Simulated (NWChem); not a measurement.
**C2H5ClF2Si (SMILES CC[Si](F)(F)Cl): levels of theory compared**

Wanted: a comparison of 3 runs (HF/STO-3G, HF/3-21G, B3LYP/6-31G*) of C2H5ClF2Si. 

Program for the calculation: NWChem 7.3.0.

## (1) The system as given

The species is C2H5ClF2Si (11 atoms), meant as a singlet with charge 0. As SMILES, `CC[Si](F)(F)Cl`. The coordinates come from a PBE0-D4/def2-TZVP relaxation. This is one conformer, not always the lowest.

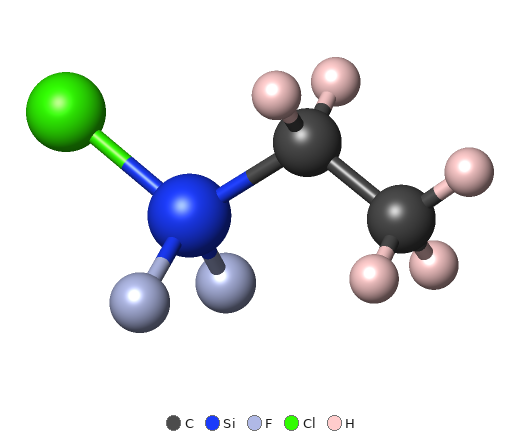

The structure, seen from a chosen angle (carbon dark grey, silicon blue, fluorine light blue, chlorine green, hydrogen pink).

## (2) Energy and forces at HF/STO-3G (run 1)

work.nw reads:

```
start work
memory total 2200 mb
geometry units angstroms noautosym nocenter noautoz
   C     0.335600   -0.977600   -1.037800
   C     0.703000    0.000600    0.078800
   Si   -0.754000    0.824700    0.840900
   F    -1.751600   -0.240300    1.456100
   F    -1.581400    1.631000   -0.242200
   Cl   -0.236800    2.118100    2.317900
   H    -0.190700   -0.474700   -1.851700
   H     1.230700   -1.440300   -1.458100
   H    -0.310000   -1.778000   -0.670800
   H     1.369500    0.786400   -0.292200
   H     1.251000   -0.507000    0.879700
end
basis spherical bse
   * library STO-3G
end
scf
   thresh 1e-08
   maxiter 80
end
task scf gradient
```

Started as:

```
$ nwchem work.nw > work.out
```

Output:

```text
[...]
  functions       =    43
[...]
  wavefunction    = RHF
[...]
         Total SCF energy =  -1014.115171758615
      One-electron energy =  -2203.141168183740
      Two-electron energy =    790.876488272246
 Nuclear repulsion energy =    398.149508152879
        Time for solution =      2.7s
[...]
                         RHF ENERGY GRADIENTS
    atom               coordinates                        gradient
                 x          y          z           x          y          z
   1 C       0.634192  -1.847396  -1.961158    0.002261   0.009838   0.011230
   2 C       1.328477   0.001134   0.148910   -0.019837  -0.012670  -0.016035
   3 Si     -1.424853   1.558457   1.589071    0.007076   0.016179   0.018508
   4 F      -3.310044  -0.454101   2.751630    0.008019   0.007245  -0.005990
   5 F      -2.988413   3.082143  -0.457692    0.006700  -0.007409   0.007312
   6 Cl     -0.447487   4.002629   4.380196   -0.009283  -0.017365  -0.020065
   7 H      -0.360371  -0.897053  -3.499206   -0.002406   0.001254  -0.003649
   8 H       2.325686  -2.721772  -2.755409    0.003682  -0.002314  -0.002194
   9 H      -0.585815  -3.359933  -1.267628   -0.002800  -0.003432   0.000613
  10 H       2.587980   1.486081  -0.552178    0.003748   0.009380   0.000577
  11 H       2.364047  -0.958091   1.662392    0.002841  -0.000706   0.009694
[...]
```

Run time: 4.5 s. Hardware: 1 thread of Intel Xeon 6975P-C (Granite Rapids), shared host; peak memory 0.1 GiB.

## (3) Energy and forces at HF/3-21G (run 2)

mol.nw reads:

```
start mol
memory total 2200 mb

geometry noautosym nocenter noautoz
C     0.335600   -0.977600   -1.037800
C     0.703000    0.000600    0.078800
Si   -0.754000    0.824700    0.840900
F    -1.751600   -0.240300    1.456100
F    -1.581400    1.631000   -0.242200
Cl   -0.236800    2.118100    2.317900
H    -0.190700   -0.474700   -1.851700
H     1.230700   -1.440300   -1.458100
H    -0.310000   -1.778000   -0.670800
H     1.369500    0.786400   -0.292200
H     1.251000   -0.507000    0.879700
end

basis spherical bse
* library 3-21G
end

scf
thresh 1e-08
maxiter 80
print medium
end

task scf gradient
```

Started as:

```
$ nwchem mol.nw > mol.out
```

Output:

```text
[...]
  functions       =    72
[...]
  wavefunction    = RHF
[...]
         Total SCF energy =  -1020.916185691625
      One-electron energy =  -2206.088071940950
      Two-electron energy =    787.022378096446
 Nuclear repulsion energy =    398.149508152879
        Time for solution =      3.2s
[...]
                         RHF ENERGY GRADIENTS
    atom               coordinates                        gradient
                 x          y          z           x          y          z
   1 C       0.634192  -1.847396  -1.961158    0.003554   0.011258   0.012893
   2 C       1.328477   0.001134   0.148910   -0.016154  -0.008633  -0.011193
   3 Si     -1.424853   1.558457   1.589071   -0.014348   0.019688   0.020224
   4 F      -3.310044  -0.454101   2.751630    0.019610   0.016772  -0.009511
   5 F      -2.988413   3.082143  -0.457692    0.016921  -0.012923   0.017443
   6 Cl     -0.447487   4.002629   4.380196   -0.011622  -0.025276  -0.029017
   7 H      -0.360371  -0.897053  -3.499206   -0.002713   0.001518  -0.004619
   8 H       2.325686  -2.721772  -2.755409    0.004570  -0.003350  -0.003245
   9 H      -0.585815  -3.359933  -1.267628   -0.003229  -0.004401   0.000756
  10 H       2.587980   1.486081  -0.552178    0.002025   0.006218  -0.000066
  11 H       2.364047  -0.958091   1.662392    0.001387  -0.000871   0.006336
[...]
```

Run time: 4.8 s. Hardware: 1 thread of Intel Xeon 6975P-C (Granite Rapids), shared host; peak memory 0.1 GiB.

## (4) Energy and gradient at B3LYP/6-31G(d) (Cartesian functions) (run 3)

geom.nw reads:

```
echo
start geom
title "C2H5ClF2Si gradient"
memory 2200 mb
charge 0
geometry units angstroms noautosym nocenter noautoz
  C        0.335600      -0.977600      -1.037800
  C        0.703000       0.000600       0.078800
  Si      -0.754000       0.824700       0.840900
  F       -1.751600      -0.240300       1.456100
  F       -1.581400       1.631000      -0.242200
  Cl      -0.236800       2.118100       2.317900
  H       -0.190700      -0.474700      -1.851700
  H        1.230700      -1.440300      -1.458100
  H       -0.310000      -1.778000      -0.670800
  H        1.369500       0.786400      -0.292200
  H        1.251000      -0.507000       0.879700
end
basis
  * library 6-31G*
end
dft
  xc b3lyp
  grid fine
  convergence energy 1e-08
  iterations 100
  mulliken
  print medium
end
task dft gradient
```

Started as:

```
$ nwchem geom.nw > geom.out
```

Output:

```text
[...]
          Wavefunction type:  closed shell.
          No. of atoms     :    11
          No. of electrons :    66
[...]
          Charge           :     0
          Spin multiplicity:     1
[...]
          AO basis - number of functions:   108
[...]
              XC Information
              --------------
                         B3LYP Method XC Potential
                     Hartree-Fock (Exact) Exchange  0.200
                        Slater Exchange Functional  0.800 local
                    Becke 1988 Exchange Functional  0.720 non-local
              Lee-Yang-Parr Correlation Functional  0.810
                  VWN I RPA Correlation Functional  0.190 local
[...]
 d= 0,ls=0.0,diis     1  -1028.6910516598 -1.43D+03  1.51D-02  1.11D+00     2.8
[...]
 d= 0,ls=0.0,diis     8  -1028.7917233858 -5.08D-09  2.95D-06  1.66D-07    19.1
         Total DFT energy =    -1028.791723385844
      One electron energy =    -2214.054423751023
           Coulomb energy =      870.158359381966
    Exchange-Corr. energy =      -83.045167169666
 Nuclear repulsion energy =      398.149508152879
[...]
  wavefunction    = closed shell
[...]
```

Wall time 28 s (1 thread of Intel Xeon 6975P-C (Granite Rapids), shared host); peak memory 0.13 GiB.

## (5) All runs side by side

```
run                               level  Cartesian functions  iteration cap   energy (Eh)  dipole moment (D)  HOMO energy (eV)  LUMO energy (eV)  wall time
  1                           HF/STO-3G                   no             80  -1014.115172               2.80            -10.27              9.49      4.5 s
  2                            HF/3-21G                   no             80  -1020.916186               3.53            -12.75              5.08      4.8 s
  3  B3LYP/6-31G* (Cartesian functions)                  yes            100  -1028.791723               2.52             -8.89              1.16       28 s
```

## (6) Outcome

```
                       quantity           value
            run 3: total energy  -1028.79172 Eh
           run 3: dipole moment          2.52 D
             run 3: HOMO energy        -8.89 eV
             run 3: LUMO energy         1.16 eV
           run 3: HOMO–LUMO gap        10.04 eV
run 3: largest force on an atom      0.736 eV/Å
```

**Reading.** The dipole moment (its size) runs from 2.52 D (B3LYP/6-31G*) to 3.53 D (HF/3-21G). The two ends differ in method and basis. The HOMO–LUMO gap runs from 10.04 eV (B3LYP/6-31G*) to 19.76 eV (HF/STO-3G). In run 1 the basis is minimal, so the values are rough. All runs together took 37 s, the longest 28 s.
